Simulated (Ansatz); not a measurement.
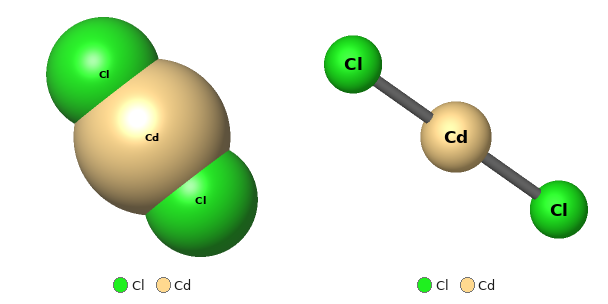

Both panels show the same species.

The geometry was computed by an optimisation with PBE0-D4/def2-TZVP.

Count the atoms of each element.

CdCl₂, 3 atoms: 1 cadmium and 2 chlorine.

What is the point group of this geometry?

D∞h.

Write the SMILES.

[Cl][Cd][Cl]

Count the bonded pairs by element.

2 Cd–Cl.

More results for the same structure follow; atom numbers are the same in all pictures, views and colours differ.

## Vibrations

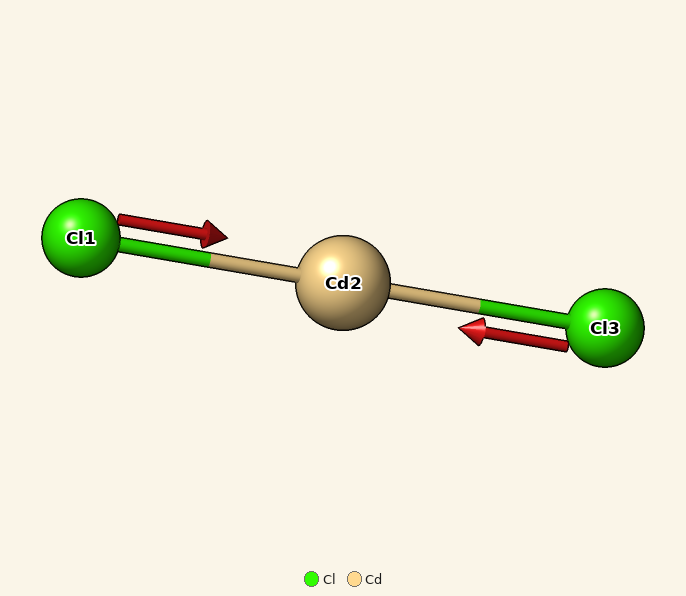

The arrows show one normal mode. Harmonic vibrations computed with RKS PBE0-D4/def2-TZVP, core potentials on Cd (Ansatz 0.2.0) at a stationary point of the same level.

What kind of motion is it?

Mostly in-phase stretching of 2 Cd–Cl bonds.

At what wavenumber does it lie?

330 cm⁻¹; it is mode 3 of 4 counted from the lowest.

## Charges

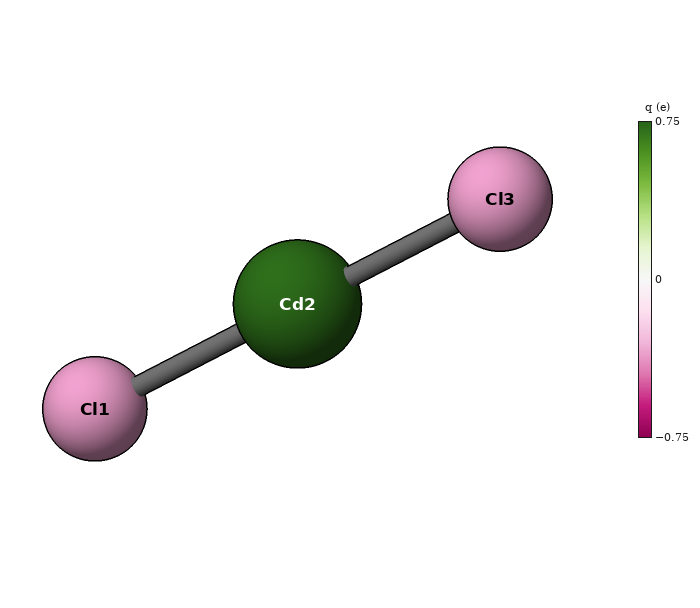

Atoms are coloured by their Mulliken charges. Method: RKS PBE-D4/def2-TZVPP, core potentials on Cd (Ansatz 0.2.0).

List the Mulliken charges.

```csv
atom,value (e)
Cl1,−0.36
Cd2,0.73
Cl3,−0.36
```

## Electronic properties

Properties computed with RKS HSE06-D4/def2-TZVPP, core potentials on Cd (Ansatz 0.2.0).

Give the HOMO–LUMO gap at this level.

5.94 eV.

Estimate the HOMO energy (Kohn–Sham orbital).

−8.49 eV.

Mulliken values depend strongly on the basis set and can even reverse the polarity of a bond.
